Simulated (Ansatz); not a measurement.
# Be₁₀O₁₀ (charge +1, doublet): what the fields show

The calculation's input:

```
crystal:
  periodic: [false, false, false]
  atoms:
    - {symbol: Be, position_ang: [0.767187, 0.728192, -2.739389]}
    - {symbol: O, position_ang: [0.927061, -0.821563, -2.843630]}
    - {symbol: Be, position_ang: [-0.750092, -0.750141, -2.723383]}
    - {symbol: O, position_ang: [-0.918303, 0.825527, -2.830450]}
    - {symbol: Be, position_ang: [-0.778317, 1.363329, -1.342977]}
    - {symbol: O, position_ang: [0.869798, 1.484515, -1.345429]}
    - {symbol: Be, position_ang: [1.344160, 0.813656, 0.002490]}
    - {symbol: O, position_ang: [1.378152, -0.828457, -0.010897]}
    - {symbol: Be, position_ang: [0.761959, -1.353765, -1.365850]}
    - {symbol: O, position_ang: [-0.890439, -1.481999, -1.343308]}
    - {symbol: Be, position_ang: [-1.344288, -0.814018, -0.002101]}
    - {symbol: O, position_ang: [-1.378144, 0.828145, 0.010998]}
    - {symbol: Be, position_ang: [-0.761313, 1.353731, 1.365713]}
    - {symbol: O, position_ang: [0.890629, 1.482388, 1.343224]}
    - {symbol: Be, position_ang: [0.750705, 0.750513, 2.723130]}
    - {symbol: O, position_ang: [-0.926757, 0.821716, 2.843712]}
    - {symbol: Be, position_ang: [0.777757, -1.363414, 1.342874]}
    - {symbol: O, position_ang: [-0.870133, -1.484981, 1.345627]}
    - {symbol: Be, position_ang: [-0.767530, -0.728128, 2.739150]}
    - {symbol: O, position_ang: [0.917919, -0.825238, 2.830497]}
basis:
  gaussian: {orbitals: def2-SVP, initial_orbitals: start.molden}
total_charge: 1
magnetization: {spin_polarized: true, initial_magnetization: 1}
hamiltonian: {xc: pbe0, dispersion: d4}
scf: {omitted_lower_state_checks: [starts]}
output: {orbitals: {seedname: orbitals}}
```

Launched as:

```sh
ansatz run in.yaml --threads 4 --pin off --events-out ev --progress --plain --max-ram 6963MiB
```

Geometry: PBE-D4/def2-SVP.

Theory: UKS PBE0-D4/def2-SVP in Ansatz.

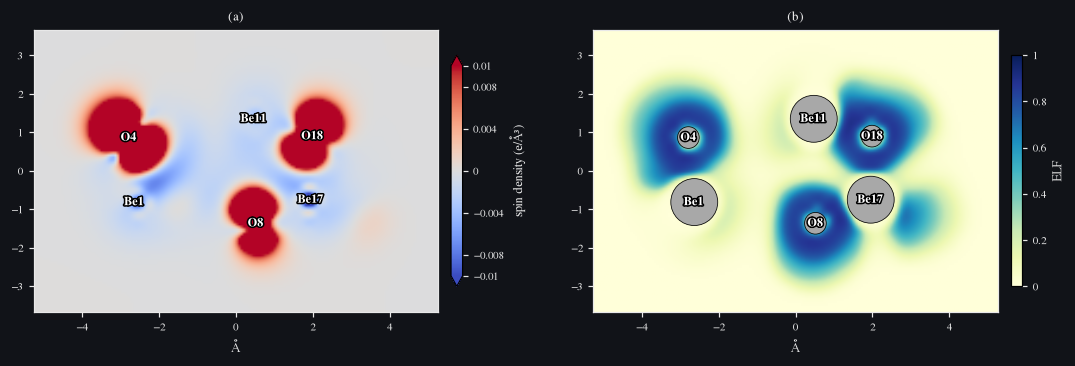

Figure 1. (a) spin density (α minus β); (b) electron localisation function on the plane of atoms Be11, O18 and Be17. Grey discs cover the atomic cores in the ELF map.

Question: Read the bonding off the picture.

Answer: Atoms in the plane: Be and O. Be–O (1.58 Å): the ELF peaks at about 0.90 in the valence shell of O, 0.6 Å from its nucleus, and is about 0.80 at the midpoint. Be–O (1.65 Å): the ELF peaks at about 0.85 in the valence shell of O, 0.6 Å from its nucleus, and is about 0.80 at the midpoint. Be–O (1.69 Å): the ELF peaks at about 0.85 in the valence shell of O, 0.6 Å from its nucleus, and is about 0.75 at the midpoint. The ELF also peaks beside O4, away from the bonds: non-bonding electrons, paired or unpaired. The unpaired spin (1 electron) lies mostly on O10 (about 0.1), O18 (about 0.1), O14 (about 0.1), O6 (about 0.1), O16 (about 0.1), O20 (about 0.1) and O4 (about 0.1), in electrons by Hirshfeld's partition.

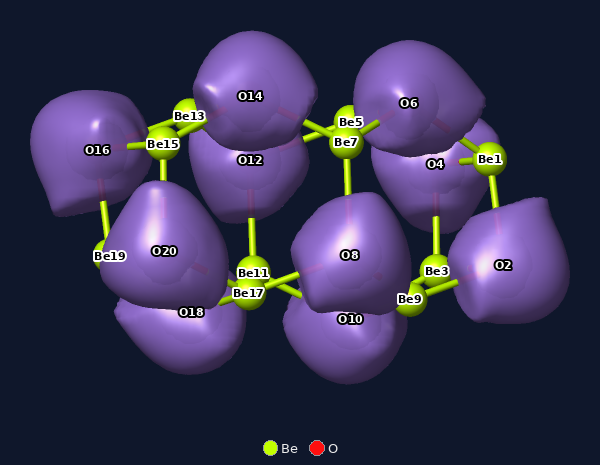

Figure 2. Isosurface of the ELF at 0.75 (purple), seen at a tilt. Core shells and regions of very low density are left out.

Question: What do the ELF domains correspond to?

Answer: The ELF exceeds this value in ten regions wrapped around O (the valence shell of each). Profiles from the grid: Be–O (1.56 Å): the ELF peaks at about 0.85 in the valence shell of O, 0.7 Å from its nucleus, and is about 0.75 at the midpoint. Be–O (1.64 Å): the ELF peaks at about 0.85 in the valence shell of O, 0.7 Å from its nucleus, and is about 0.75 at the midpoint.
